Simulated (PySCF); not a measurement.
C₂H₇F₂NSi₂, SMILES F[C@@H]1C[SiH2]N[Si@@H]1F, geometry in Å:

```xyz
14

F      1.7712    -1.9434     0.3597
C      0.9965    -0.9429    -0.2004
C      1.3295     0.4241     0.3853
Si    -0.0836     1.6004    -0.0685
N     -1.3805     0.4224    -0.1463
Si    -0.8666    -1.2095     0.0521
F     -1.1372    -1.7759     1.5540
H      1.2037    -0.9335    -1.2886
H      1.3468     0.3378     1.4857
H      2.3210     0.7850     0.0688
H     -0.3090     2.6594     0.9608
H      0.1399     2.2834    -1.3813
H     -2.3506     0.6845    -0.2847
H     -1.5450    -2.1668    -0.8575
```

GIAO shifts, WP04/pcSseg-2 with PySCF, at a PBE0-D3(BJ)/def2-SVP geometry (no frequency check), against TMS for ¹³C, CFCl₃ for ¹⁹F and TMS for ¹H computed at the same level (¹⁹F: this reference is a hard case for the method, so all values can be off together by tens of ppm, and differences between signals are safer). Gas phase, fully decoupled, line heights follow the number of nuclei, widths are arbitrary (no quadrupolar broadening); values of one conformer, averaged over methyl-type rotors and exact or near symmetry; other conformers aren't averaged in. Protons on N, O or S are those of the isolated molecule, without hydrogen bonds to neighbours or exchange.

Q: Predict the ¹³C spectrum.

A: 2 signals.


```
δ (ppm)  nuclei  atoms
   91.4       1     C2
   16.6       1     C3
```

Q: Predict the ¹⁹F spectrum.

A: 2 signals.


| δ (ppm) | nuclei | atoms |
| --- | --- | --- |
| −163.8 | 1 | F7 |
| −231.9 | 1 | F1 |

Q: Predict the ¹H spectrum.

A: 6 signals.


| δ (ppm) | nuclei | atoms |
| --- | --- | --- |
| 4.59 | 1 | H14 |
| 4.47 | 1 | H8 |
| 4.37 | 1 | H11 |
| 4.18 | 1 | H12 |
| 1.59 | 2 | H9, H10 |
| 1.26 | 1 | H13 |

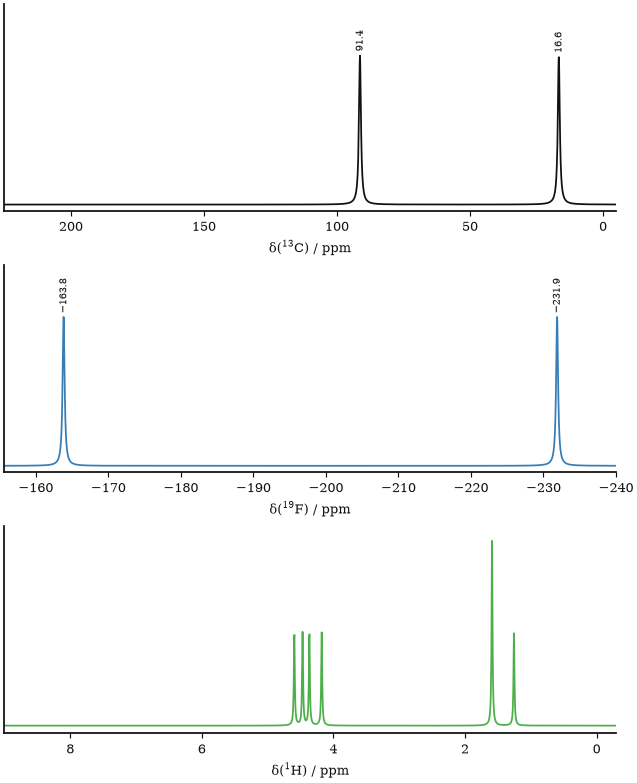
